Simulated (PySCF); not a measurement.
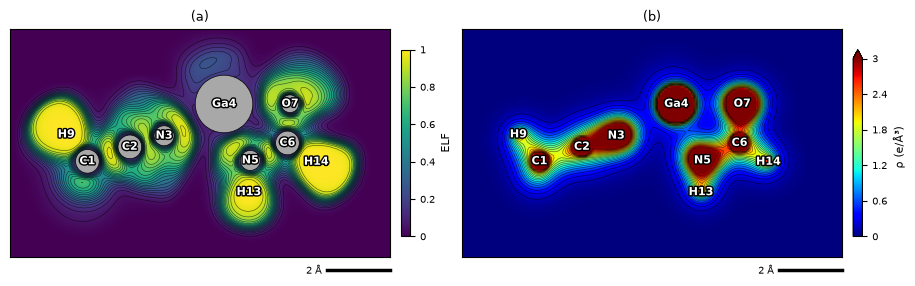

Figure 1: C3H7GaN2O. (a) ELF; (b) total electron density on the plane of atoms C6, Ga4 and O7. Grey discs cover the atomic cores in the ELF map.

Geometry: GFN2-xTB.

All numbers below come from CAM-B3LYP/def2-SVPD, SCF density, gas phase (PySCF).

```csv
atom,x (Å),y (Å),z (Å)
C,3.2977,-0.2238,0.6263
C,1.9119,0.0475,0.4225
N,0.7960,0.2510,0.2634
Ga,-1.1950,0.9608,-0.1753
N,-1.8543,-0.7824,0.5004
C,-3.0815,-0.4069,0.2534
O,-3.2798,0.7261,-0.2336
H,3.5761,-1.1245,0.0798
H,3.8899,0.6164,0.2656
H,3.4871,-0.3703,1.6893
H,-1.0410,2.0645,0.8724
H,-0.8510,1.0104,-1.6650
H,-1.7172,-1.7049,0.8950
H,-3.9395,-1.0643,0.4637
```

### Interpret the plot.

The section cuts through C, N, Ga, O and H sites.
C–N (1.15 Å): ρ is about 3.6 e/Å³ halfway; the ELF peaks at about 0.90 between the atoms (a multiple bond).
C–O (1.25 Å): ρ is about 3.1 e/Å³ halfway; the ELF peaks at about 0.90 between the atoms; a short, strongly polar bond.
C–C (1.43 Å): the density is about 1.9 e/Å³ at the midpoint; the ELF peaks at about 0.95 between the atoms, as expected for localised, covalent bonding.
Ga–N (1.98 Å): ρ at the midpoint is about 0.62 e/Å³; the ELF peaks at about 0.90 in the valence shell of N, 0.6 Å from its nucleus, and is about 0.30 at the midpoint.
Ga–O (2.10 Å): the density is about 0.44 e/Å³ at the midpoint; the ELF peaks at about 0.85 in the valence shell of O, 0.6 Å from its nucleus, and is about 0.20 at the midpoint.
The ELF also peaks beside O7, away from the bonds: lone-pair regions.
